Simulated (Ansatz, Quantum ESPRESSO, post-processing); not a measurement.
# Re(0001), 4 layers: capacitance across a vacuum gap, part 4 of 6

Wanted: the capacitance of Re(0001), 4 layers by the effective screening medium.

Quantum ESPRESSO 7.5; plane-wave DFT, PBE, GBRV ultrasoft pseudopotentials; geometry by Ansatz 0.2.0 with PAW datasets.

So far. Step 8 (Self-consistent run: charge 0.0396 e): The electrode's potential over the Fermi level goes from 7.794 to 10.639 eV, the far face's from 5.162 to 5.160 eV. Step 8 (Self-consistent run: charge 0.0396 e): Gauss's law asks for a slope of 180.95 q/A = 1.086 eV/Å in the gap; the run gives 1.086.

## 9. Potential against charge, and the capacitance

Read from the output:

```
mean capacitance (straight-line fit) : 1.723 μF/cm²
effective gap ε₀/C                   : 5.140 Å
```

The electrode's potential less the Fermi level by charge of the slab:

| charge of the slab (1e13 e/cm²) | electrode's potential less the Fermi level (eV) |
| --- | --- |
| -3.00 | 2.27 |
| -1.50 | 3.62 |
| 0.00 | 5.00 |
| 1.50 | 6.39 |
| 3.00 | 7.79 |
| 6.00 | 10.6 |

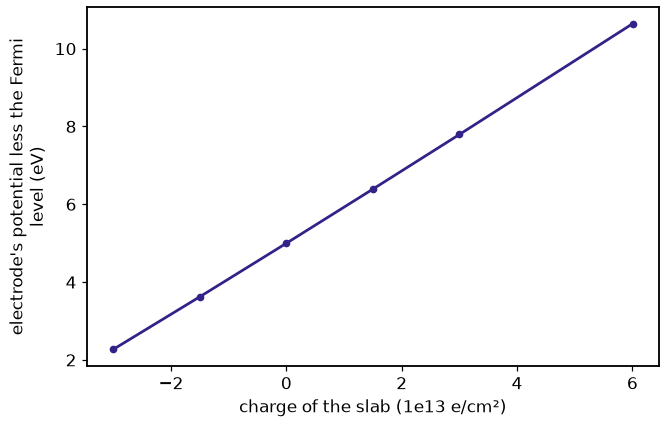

Electrode's potential less the Fermi level against charge of the slab.

Differential capacitance against charge of the slab:

| charge of the slab (1e13 e/cm²) | differential capacitance (μF/cm²) |
| --- | --- |
| -2.25 | 1.78 |
| -0.75 | 1.75 |
| 0.75 | 1.73 |
| 2.25 | 1.71 |
| 4.50 | 1.69 |

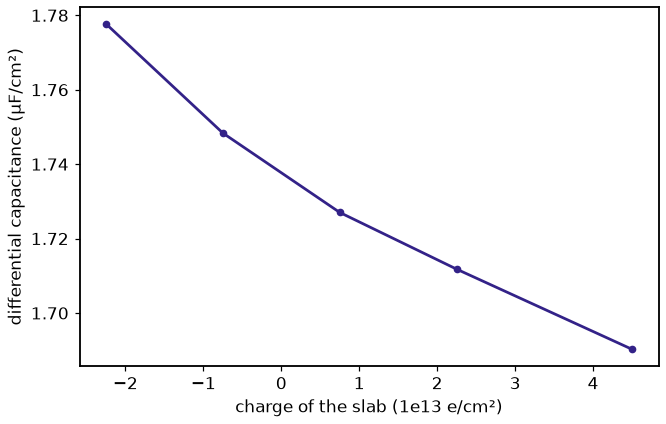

Differential capacitance against charge of the slab.

## 10. Self-consistent run: constant Fermi level -3.0 eV

GC-SCF turns the question round: the Fermi level is set (gcscf_mu, against the electrode) and the charge is found.

File mu0.in:

```
&control
  prefix = 'mu0'
  outdir = './out'
  pseudo_dir = './pseudo'
  calculation = 'scf'
  tprnfor = .true.
/
&system
  ibrav = 0
  nat = 4
  ntyp = 1
  ecutwfc = 40
  ecutrho = 200
  occupations = 'smearing'
  smearing = 'mv'
  degauss = 0.02
  assume_isolated = 'esm'
  esm_bc = 'bc3'
  lgcscf = .true.
  gcscf_mu = -3.0
  gcscf_conv_thr = 0.001
/
&electrons
  conv_thr = 1e-09
  mixing_beta = 0.2
  electron_maxstep = 160
  mixing_mode = 'TF'
  diagonalization = 'rmm-davidson'
  diago_rmm_conv = .false.
  diago_full_acc = .true.
/
ATOMIC_SPECIES
  Re  186.2070  re_pbe_v1.2.uspp.F.UPF
CELL_PARAMETERS angstrom
  2.75999999997399 0.00000000000000 0.00000000000000
  1.37999999998699 2.39023011442253 0.00000000000000
  0.00000000000000 0.00000000000000 21.68610000000000
ATOMIC_POSITIONS crystal
  Re  0.666666666667 0.666666666667 -0.130549477470
  Re  0.000000000000 0.000000000000 -0.027778578170
  Re  0.666666666667 0.666666666667 0.079191880229
  Re  -0.000000000000 -0.000000000000 0.176661964270
K_POINTS automatic
  12 12 1 0 0 0
```

The run is started by

```bash
$ OMP_NUM_THREADS=1 mpirun -n 4 pw.x -nk 4 -in mu0.in > mu0.out
```

What it wrote:

```text
[banner, memory and clock lines left out]
Program PWSCF v.7.5 starts
[citation notice left out]

[...]
Message from routine iosys:
[...]
Message from routine setup:
[...]
bravais-lattice index     =            0
     lattice parameter (alat)  =       5.2156  a.u.
     unit-cell volume          =     965.4435 (a.u.)^3
     number of atoms/cell      =            4
     number of atomic types    =            1
     number of electrons       =        60.00
     number of Kohn-Sham states=           36
     kinetic-energy cutoff     =      40.0000  Ry
     charge density cutoff     =     200.0000  Ry
     scf convergence threshold =      1.0E-09
     mixing beta               =       0.2000
     number of iterations used =            8  TF        mixing
     Exchange-correlation= SLA  PW   PBE  PBE
                           (   1   4   3   4   0   0   0)

     Effective Screening Medium Method
     Boundary Conditions: Vacuum-Slab-Metal
     total charge in unit cell        =   0.0000
     grid points for fit at edges     =        4

     >>>>> Grand-Canonical SCF is activated <<<<<
     Initial Total Charge  =     0.000000 e
     Target Fermi Energy   =    -3.000000 eV
     Thr. of Fermi Energy  =     0.001000 eV
     Wave-shift of Kerker  =     0.400000 bohr^-1
     Wave-shift of Hartree =     1.500000 bohr^-1
     Mixing Rate of Fermi  =     0.050000

[...]
PseudoPot. # 1 for Re read from file:
     ./pseudo/re_pbe_v1.2.uspp.F.UPF
     Pseudo is Ultrasoft + core correction, Zval = 15.0
     Generated by new atomic code, or converted to UPF format
     Using radial grid of  981 points,  8 beta functions with:
                l(1) =   0
                l(2) =   0
                l(3) =   1
                l(4) =   1
                l(5) =   2
                l(6) =   2
                l(7) =   3
                l(8) =   3
     Q(r) pseudized with  8 coefficients,  rinner =    1.150   1.150   1.150
                                                       1.150   1.150   1.150
                                                       1.150

     atomic species   valence    mass     pseudopotential
     Re               15.00   186.20700     Re( 1.00)

      6 Sym. Ops. (no inversion) found

[...]
number of k points=    19  Marzari-Vanderbilt smearing, width (Ry)=  0.0200
[...]
Dense  grid:    46103 G-vectors     FFT dimensions: (  24,  24, 192)

     Smooth grid:    33093 G-vectors     FFT dimensions: (  24,  24, 180)

     Initial potential from superposition of free atoms

     starting charge      57.9998, renormalised to      60.0000

     negative rho (up, down):  5.246E-01 0.000E+00
     Starting wfcs are   52 randomized atomic wfcs

     per-process dynamical memory:    54.6 Mb

     Self-consistent Calculation

     iteration #  1     ecut=    40.00 Ry     beta= 0.20
     Davidson diagonalization with overlap
     ethr =  1.00E-05,  avg # of iterations = 28.5

     negative rho (up, down):  5.246E-01 0.000E+00

     total energy              =    -762.67543691 Ry
     estimated scf accuracy    <       0.40713096 Ry

     total charge of GC-SCF    =      -0.00479657 e
     the Fermi energy          =      -4.33120472 eV
                        (error :       1.33120472 eV)

     iteration #  2     ecut=    40.00 Ry     beta= 0.20
[...]
negative rho (up, down):  5.273E-01 0.000E+00

[...]
total energy              =    -762.34817172 Ry
     estimated scf accuracy    <       0.26575693 Ry

     total charge of GC-SCF    =      -0.01376730 e
     the Fermi energy          =      -3.51048821 eV
                        (error :       0.51048821 eV)

     iteration #  3     ecut=    40.00 Ry     beta= 0.20
     RMM-DIIS diagonalization
     c_bands:  1 eigenvalues not converged
     c_bands:  1 eigenvalues not converged
[...]
negative rho (up, down):  5.274E-01 0.000E+00

[...]
total energy              =    -762.42481444 Ry
     estimated scf accuracy    <       0.04534225 Ry

     total charge of GC-SCF    =      -0.01383584 e
     the Fermi energy          =      -3.06923710 eV
                        (error :       0.06923710 eV)

     iteration #  4     ecut=    40.00 Ry     beta= 0.20
     RMM-DIIS diagonalization
     c_bands:  1 eigenvalues not converged
[...]
negative rho (up, down):  5.282E-01 0.000E+00

[...]
total energy              =    -762.45610762 Ry
     estimated scf accuracy    <       0.00791801 Ry

     total charge of GC-SCF    =      -0.01190480 e
     the Fermi energy          =      -2.48263650 eV
                        (error :       0.51736350 eV)

     iteration #  5     ecut=    40.00 Ry     beta= 0.20
[...]
negative rho (up, down):  5.292E-01 0.000E+00

[...]
total energy              =    -762.46174353 Ry
     estimated scf accuracy    <       0.00254732 Ry

     total charge of GC-SCF    =      -0.01299429 e
     the Fermi energy          =      -3.16960923 eV
                        (error :       0.16960923 eV)

     iteration #  6     ecut=    40.00 Ry     beta= 0.20
     RMM-DIIS diagonalization
[...]
negative rho (up, down):  5.300E-01 0.000E+00

[...]
total energy              =    -762.46245332 Ry
     estimated scf accuracy    <       0.00107721 Ry

     total charge of GC-SCF    =      -0.01240862 e
     the Fermi energy          =      -2.86695084 eV
                        (error :       0.13304916 eV)

[...]
iteration # 27     ecut=    40.00 Ry     beta= 0.20
     RMM-DIIS diagonalization
[...]
negative rho (up, down):  5.295E-01 0.000E+00

[...]
total energy              =    -762.46403525 Ry
     estimated scf accuracy    <          2.4E-09 Ry

     total charge of GC-SCF    =      -0.01433845 e
     the Fermi energy          =      -3.00051261 eV
                        (error :       0.00051261 eV)

     iteration # 28     ecut=    40.00 Ry     beta= 0.20
     RMM-DIIS diagonalization
[...]
negative rho (up, down):  5.294E-01 0.000E+00

[...]
total energy              =    -762.46426105 Ry
     estimated scf accuracy    <          2.1E-09 Ry

     total charge of GC-SCF    =      -0.01439943 e
     the Fermi energy          =      -3.00050946 eV
                        (error :       0.00050946 eV)

     iteration # 29     ecut=    40.00 Ry     beta= 0.20
     RMM-DIIS diagonalization
[...]
negative rho (up, down):  5.294E-01 0.000E+00

[...]
total energy              =    -762.46430203 Ry
     estimated scf accuracy    <          2.2E-09 Ry

     total charge of GC-SCF    =      -0.01441848 e
     the Fermi energy          =      -3.00011912 eV
                        (error :       0.00011912 eV)

     iteration # 30     ecut=    40.00 Ry     beta= 0.20
[...]
negative rho (up, down):  5.294E-01 0.000E+00

[...]
End of self-consistent calculation

          k = 0.0000 0.0000 0.0000 (  4091 PWs)   bands (ev):

   -82.8671 -82.7760 -82.7547 -82.6231 -45.1854 -44.9327 -44.4520 -44.2376
   -44.2376 -44.1433 -44.1433 -44.1331 -44.0761 -44.0761 -43.9569 -43.9569
   -12.2104 -10.8965  -9.6162  -9.4429  -5.1783  -4.9165  -4.5961  -4.5961
    -4.4801  -4.4801  -4.4557  -4.0553  -4.0553  -3.8354  -3.8354  -3.2686
    -2.3361  -2.0480  -2.0480  -1.0411

          k = 0.0000 0.0962 0.0000 (  4119 PWs)   bands (ev):

   -82.8614 -82.7714 -82.7493 -82.6192 -45.1643 -44.9240 -44.4698 -44.2927
   -44.2547 -44.2155 -44.1599 -44.1503 -44.1078 -44.0888 -44.0092 -43.9686
   -11.9309 -10.6220  -9.3245  -9.1624  -5.4774  -5.0767  -4.8940  -4.7422
    -4.3732  -4.2643  -4.2635  -4.1389  -4.0533  -3.8462  -3.6217  -3.2847
    -2.9434  -2.1726  -2.1434  -1.1311

[...]
the Fermi energy is    -3.0000 ev

!    total energy              =    -762.46425339 Ry
     estimated scf accuracy    <          5.5E-10 Ry

!    total charge of GC-SCF    =      -0.01441301 e
     smearing contrib. (-TS)   =       0.00327310 Ry
     internal energy E=F+TS    =    -762.46752649 Ry

     The total energy is F=E-TS. E is the sum of the following terms:
     one-electron contribution =  -64347.67562546 Ry
     hartree contribution      =   32155.03841462 Ry
     xc contribution           =    -210.09779228 Ry
     ewald contribution        =   31640.26429862 Ry
     pot.stat. contrib. (-muN) =       0.00317801 Ry

     convergence has been achieved in  30 iterations

     negative rho (up, down):  5.294E-01 0.000E+00

     Forces acting on atoms (cartesian axes, Ry/au):

     atom    1 type  1   force =     0.00000000    0.00000000    0.04674778
     atom    2 type  1   force =     0.00000000    0.00000000   -0.04498806
     atom    3 type  1   force =     0.00000000    0.00000000   -0.00196966
     atom    4 type  1   force =     0.00000000    0.00000000    0.00051026

     Total force =     0.064911     Total SCF correction =     0.000628

[...]
```

Run time: 2.4 min. Hardware: 4 MPI ranks of Arm Neoverse V2, shared host; peak memory 0.75 GiB; 9.7 min of CPU time.

Read from the output:

* Fermi energy: -3 eV
* charge found by GC-SCF: -0.01441 e
* vacuum line at the lower end of the cell, over the Fermi level: 5.153 eV
* slope of the potential above: -0.3951 eV/Å
* vacuum line at the upper end of the cell, over the Fermi level: 3.000 eV

The potential energy, planar mean oscillates, so the rows of the table below give means over windows of 2.26 Å about each position, cut where the curve ends. Its maxima inside the range that stand out by 2 % of the span (Å: eV): -1.7: -1.99, 0.6: -1.33, 2.8: -3.29, 6.3: 4.60. Its minima: -2.7: -14.3, -0.8: -14.6, 1.8: -14.5, 3.7: -14.3.

Electrostatic potential energy of an electron; zero at the Fermi level. Table of potential energy, planar mean by z; means over each step:

| z (Å) | potential energy, planar mean (eV) |
| --- | --- |
| -9.71 | 5.15 |
| -7.45 | 5.15 |
| -5.19 | 4.53 |
| -2.93 | -9.10 |
| -0.67 | -9.58 |
| 1.59 | -9.56 |
| 3.85 | -9.32 |
| 6.11 | 4.04 |
| 8.37 | 3.97 |
| 10.63 | 3.29 |

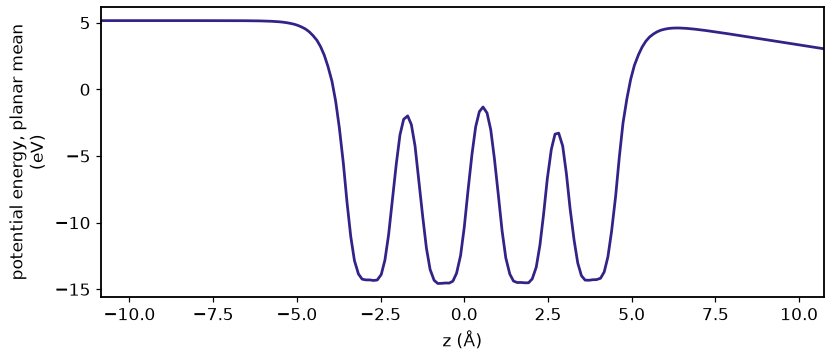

Potential energy, planar mean against z.

Gauss's law asks for a slope of 180.95 q/A = -0.395 eV/Å in the gap; the run gives -0.395.

## 11. SCF with pw.x: constant Fermi level -5.5 eV

mu1.in, as its differences from the input of step 10:

```diff
@@ -1,3 +1,3 @@
 &control
-  prefix = 'mu0'
+  prefix = 'mu1'
   outdir = './out'
@@ -19,3 +19,3 @@
   lgcscf = .true.
-  gcscf_mu = -3.0
+  gcscf_mu = -5.5
   gcscf_conv_thr = 0.001
```

The run is started by

```bash
$ OMP_NUM_THREADS=1 mpirun -n 4 pw.x -nk 4 -in mu1.in > mu1.out
```

What it wrote:

```text
[banner, memory and clock lines left out]
Program PWSCF v.7.5 starts
[...]
Message from routine iosys:
[...]
Message from routine setup:
[...]
number of electrons       =        60.00
     number of Kohn-Sham states=           36
     kinetic-energy cutoff     =      40.0000  Ry
     charge density cutoff     =     200.0000  Ry
[...]
number of k points=    19  Marzari-Vanderbilt smearing, width (Ry)=  0.0200
[...]
Dense  grid:    46103 G-vectors     FFT dimensions: (  24,  24, 192)
[...]
negative rho (up, down):  5.246E-01 0.000E+00
     Starting wfcs are   52 randomized atomic wfcs
[...]
negative rho (up, down):  5.250E-01 0.000E+00
[...]
estimated scf accuracy    <       0.43948952 Ry
[...]
the Fermi energy          =      -4.45620472 eV
[...]
negative rho (up, down):  5.253E-01 0.000E+00
[...]
estimated scf accuracy    <       0.26392668 Ry
[...]
the Fermi energy          =      -5.85033729 eV
[...]
negative rho (up, down):  5.263E-01 0.000E+00
[...]
estimated scf accuracy    <       0.32963944 Ry
[...]
the Fermi energy          =      -3.67416743 eV
[...]
negative rho (up, down):  5.270E-01 0.000E+00
[...]
estimated scf accuracy    <       0.01600116 Ry
[...]
the Fermi energy          =      -5.86885934 eV
[...]
negative rho (up, down):  5.279E-01 0.000E+00
[...]
estimated scf accuracy    <       0.00616250 Ry
[...]
the Fermi energy          =      -5.48653921 eV
[...]
negative rho (up, down):  5.291E-01 0.000E+00
[...]
estimated scf accuracy    <       0.00087929 Ry
[...]
the Fermi energy          =      -5.43088676 eV
[...]
negative rho (up, down):  5.301E-01 0.000E+00
[...]
estimated scf accuracy    <       0.00152206 Ry
[...]
the Fermi energy          =      -5.59993334 eV
[...]
negative rho (up, down):  5.302E-01 0.000E+00
[...]
estimated scf accuracy    <       0.00018023 Ry
[...]
the Fermi energy          =      -5.55665059 eV
[...]
negative rho (up, down):  5.299E-01 0.000E+00
[...]
estimated scf accuracy    <       0.00003416 Ry
[...]
the Fermi energy          =      -5.50916189 eV
[...]
negative rho (up, down):  5.296E-01 0.000E+00
[...]
estimated scf accuracy    <       0.00002882 Ry
[...]
the Fermi energy          =      -5.50183324 eV
[...]
negative rho (up, down):  5.296E-01 0.000E+00
[...]
estimated scf accuracy    <       0.00000404 Ry
[...]
the Fermi energy          =      -5.49861995 eV
[...]
negative rho (up, down):  5.296E-01 0.000E+00
[...]
estimated scf accuracy    <       0.00000299 Ry
[...]
the Fermi energy          =      -5.49542935 eV
[...]
negative rho (up, down):  5.295E-01 0.000E+00
[...]
estimated scf accuracy    <       0.00000095 Ry
[...]
the Fermi energy          =      -5.49795777 eV
[...]
negative rho (up, down):  5.294E-01 0.000E+00
[...]
estimated scf accuracy    <       0.00000078 Ry
[...]
the Fermi energy          =      -5.49596574 eV
[...]
negative rho (up, down):  5.294E-01 0.000E+00
[...]
estimated scf accuracy    <       0.00000034 Ry
[...]
the Fermi energy          =      -5.49779120 eV
[...]
negative rho (up, down):  5.294E-01 0.000E+00
[...]
estimated scf accuracy    <       0.00000042 Ry
[...]
the Fermi energy          =      -5.49744271 eV
[...]
negative rho (up, down):  5.294E-01 0.000E+00
[...]
estimated scf accuracy    <       0.00000014 Ry
[...]
the Fermi energy          =      -5.49782140 eV
[...]
negative rho (up, down):  5.294E-01 0.000E+00
[...]
estimated scf accuracy    <       0.00000009 Ry
[...]
the Fermi energy          =      -5.49779992 eV
[...]
negative rho (up, down):  5.294E-01 0.000E+00
[...]
estimated scf accuracy    <       0.00000005 Ry
[...]
the Fermi energy          =      -5.49861954 eV
[...]
negative rho (up, down):  5.293E-01 0.000E+00
[...]
estimated scf accuracy    <       0.00000003 Ry
[...]
the Fermi energy          =      -5.49867705 eV
[...]
negative rho (up, down):  5.293E-01 0.000E+00
[...]
estimated scf accuracy    <       0.00000005 Ry
[...]
the Fermi energy          =      -5.49907778 eV
[...]
negative rho (up, down):  5.293E-01 0.000E+00
[...]
estimated scf accuracy    <       0.00000001 Ry
[...]
the Fermi energy          =      -5.49889031 eV
[...]
negative rho (up, down):  5.293E-01 0.000E+00
[...]
estimated scf accuracy    <          7.1E-09 Ry
[...]
the Fermi energy          =      -5.49916212 eV
[...]
negative rho (up, down):  5.293E-01 0.000E+00
[...]
estimated scf accuracy    <          4.7E-09 Ry
[...]
the Fermi energy          =      -5.49915926 eV
[...]
negative rho (up, down):  5.293E-01 0.000E+00
[...]
estimated scf accuracy    <          2.9E-09 Ry
[...]
the Fermi energy          =      -5.49931039 eV
[...]
negative rho (up, down):  5.293E-01 0.000E+00
[...]
estimated scf accuracy    <          2.5E-09 Ry
[...]
the Fermi energy          =      -5.49933829 eV
[...]
negative rho (up, down):  5.293E-01 0.000E+00
[...]
estimated scf accuracy    <          1.4E-09 Ry
[...]
the Fermi energy          =      -5.49956035 eV
[...]
negative rho (up, down):  5.293E-01 0.000E+00
[...]
estimated scf accuracy    <          1.6E-09 Ry
[...]
the Fermi energy          =      -5.49966269 eV
[...]
negative rho (up, down):  5.293E-01 0.000E+00
[...]
the Fermi energy is    -5.4997 ev
!    total energy              =    -762.46321527 Ry
     estimated scf accuracy    <          3.6E-10 Ry
!    total charge of GC-SCF    =       0.00361781 e
     smearing contrib. (-TS)   =       0.00320201 Ry
     internal energy E=F+TS    =    -762.46641728 Ry
[...]
one-electron contribution =  -64336.63852661 Ry
     hartree contribution      =   32144.00076978 Ry
     xc contribution           =    -210.09149660 Ry
     ewald contribution        =   31640.26429862 Ry
[...]
convergence has been achieved in  29 iterations
     negative rho (up, down):  5.293E-01 0.000E+00
[...]
Total force =     0.064746     Total SCF correction =     0.000663
[...]
```

It took 2.6 min on 4 MPI ranks; peak memory 0.76 GiB.

Numbers from this step:

| Item | Value |
| --- | --- |
| Fermi energy | -5.500 eV |
| charge found by GC-SCF | 0.003618 e |
| vacuum line at the lower end of the cell, over the Fermi level | 5.152 eV |
| slope of the potential above | 0.09925 eV/Å |
| vacuum line at the upper end of the cell, over the Fermi level | 5.500 eV |

Gauss's law asks for a slope of 180.95 q/A = 0.099 eV/Å in the gap; the run gives 0.099.

(Continued in part 5 of 6.)

[Logs are printed without paths, hosts, clocks, repeated set-up lines and the standing remarks that a program may print on its own settings, such as how far it seeks lower states.]

[Hosts, paths, dates, database ids (printed as entryN), source tags and the programs' standing remarks are cut or masked in the printed files.]

[Maps of the electrostatic potential energy from Ansatz leave out the sawtooth potential of an applied field or a dipole correction, so their vacuum need not be flat; planar profiles and work functions include it.]
